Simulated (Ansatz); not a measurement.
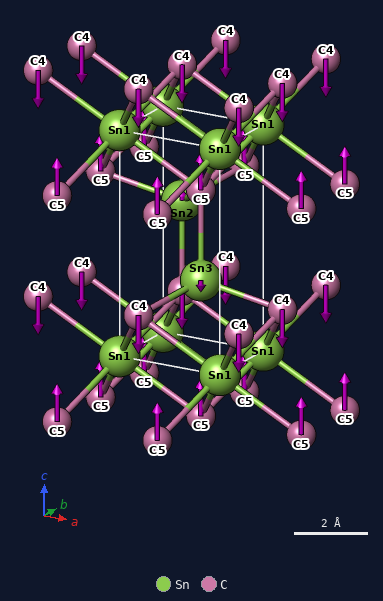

A relaxation of crystalline Sn3C2 (built on the A-type sesquioxide_164 type) (coarse preliminary run). The starting structure is drawn; purple arrows show the displacements (the part carried along by the change of the cell is left out), magnified 2 times.

The picture is a ball-and-stick view of the cell of the calculation, seen slightly off an axis.

Case: A-type sesquioxide type (P-3m1, No. 164).

The calculation used DFT PBE, scalar-relativistic, plane waves, PAW (Ansatz 0.2.0). Set-up: plane-wave cutoff 420 eV; k-point mesh 6 × 6 × 4; occupations gaussian; smearing width 0.1 eV; no spin polarisation; cell and atoms relaxed; force threshold 0.04 eV/Å; at most 70 steps.

Q: Which element moves most?

A: Carbon: up to 0.55 Å, against 0.17 Å for tin.

Q: What happened in the run?

A: The largest moves relative to the cell, 0.55 Å, are those of C4 and C5. C4 goes along −c. By element the largest moves are C 0.55 Å, Sn 0.17 Å. The volume changes by −6.3 %, with a = b 4.061 → 3.460 Å (−14.8 %), c 6.319 → 8.160 Å (+29.1 %). Some distances before and after: Sn2–C4 2.527 → 3.982 Å, Sn1–C4 2.810 → 2.470 Å, Sn2–C5 2.446 → 2.369 Å. Bonds break: Sn2–C4 (2.53 → 3.98 Å), Sn3–C5 (2.53 → 3.98 Å). Bond angles that change, for instance: C4–Sn3–C4 112.3° → 93.8°, Sn3–C4–Sn3 112.3° → 93.8°. The space group stays P-3m1 (No. 164). The energy falls by 457 meV per atom in 13 accepted moves (15 points after the start). Largest force component: 1.3 eV/Å at the start, 0.015 eV/Å at the end. The pressure goes from 4.71 to 0.11 GPa. The SCF was repeated twice at an unchanged geometry on a basis and grid sized afresh for the cell, which shifted the energy by 25.4 meV per atom at most. Cost: 33 s on 1 thread of Intel(R) Xeon(R) 6975P-C (Granite Rapids), on a shared host, peak memory 0.44 GiB.
